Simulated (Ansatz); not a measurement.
# MgS: response to strain

The reference is MgS in the rock salt structure (space group Fm-3m, No. 225).

```
MgS
1.0
    0.00000     2.60152     2.60152
    2.60152     0.00000     2.60152
    2.60152     2.60152     0.00000
Mg S
1 1
Direct
  0.00000   0.00000   0.00000
  0.50000   0.50000   0.50000
```

Cartesian axes are those of the cell as printed.

Strains are applied to the cell and any free atomic positions relax; under biaxial strain the out-of-plane vector relaxes too.

The values are results of r2SCAN (Ansatz, an electronic-structure program, PAW, no spin-orbit coupling), not measurements.

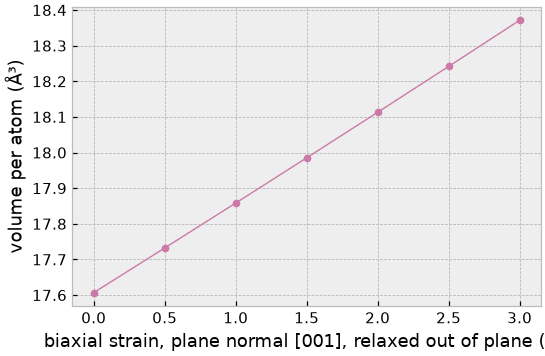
Fig. 1. Volume per atom against biaxial strain, plane normal [001], relaxed out of plane

Task: From the plot, what is the volume per atom for biaxial strain +2.50 %, plane normal [001], relaxed out of plane?

Result: About 18.24 Å³.

Task: Is the trend monotonic over the range shown?

Result: Yes, it rises throughout, spanning 17.61 Å³ to 18.37 Å³.

No phonon test of stability was made.
